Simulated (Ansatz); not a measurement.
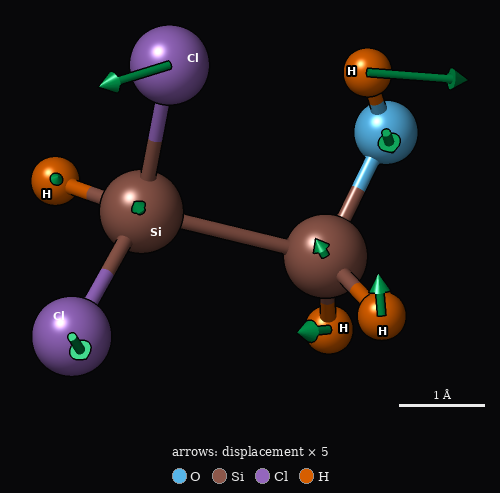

This is a relaxation of Si$_{2}$H$_{4}$OCl$_{2}$. The starting structure is drawn; green arrows show the displacements, 5 times their true length. The two geometries are superimposed by the best rigid fit.

A ball-and-stick model, seen at a tilt.

The start comes from PBE-D4/def2-SVP.

Computed with Ansatz 0.2.0, RKS PBE0-D4/def2-TZVP.

The input:
```yaml
crystal:
  periodic: [false, false, false]
  atoms:
    - {symbol: O, position_ang: [-0.735892, 0.627953, 1.819190]}
    - {symbol: Si, position_ang: [0.634413, 0.177386, 0.947823]}
    - {symbol: Si, position_ang: [-0.074889, -0.041507, -1.285989]}
    - {symbol: Cl, position_ang: [1.197753, -1.248402, -2.406092]}
    - {symbol: Cl, position_ang: [-1.933028, -0.999639, -1.048061]}
    - {symbol: H, position_ang: [-1.532973, 0.138084, 1.539737]}
    - {symbol: H, position_ang: [1.660239, 1.252336, 1.144530]}
    - {symbol: H, position_ang: [1.209455, -1.156218, 1.354712]}
    - {symbol: H, position_ang: [-0.336380, 1.203507, -2.082950]}
basis:
  gaussian: {orbitals: def2-TZVP}
hamiltonian: {xc: pbe0, dispersion: d4}
relax: {f_tol: 0.005, max_steps: 150}
```

Question: Describe the change and its energy.

Answer: Over 12 geometry steps the energy falls by 1.57 kcal/mol. The largest force component goes from 0.72 to 0.0025 eV/Å. The atom that moves furthest after the best rigid fit is H6 (0.26 Å). By element the largest moves are H 0.26 Å, Cl 0.21 Å, O 0.09 Å, Si 0.05 Å. Some distances before and after: Si3–Cl5 2.104 → 2.064 Å, O1–Si2 1.685 → 1.648 Å, Si3–Cl4 2.081 → 2.052 Å, Si2–H8 1.508 → 1.489 Å. Bond angles that change, for instance: Si2–O1–H6 112.4° → 117.2°, Si2–Si3–Cl5 101.6° → 105.9°, O1–Si2–Si3 105.7° → 109.7°.
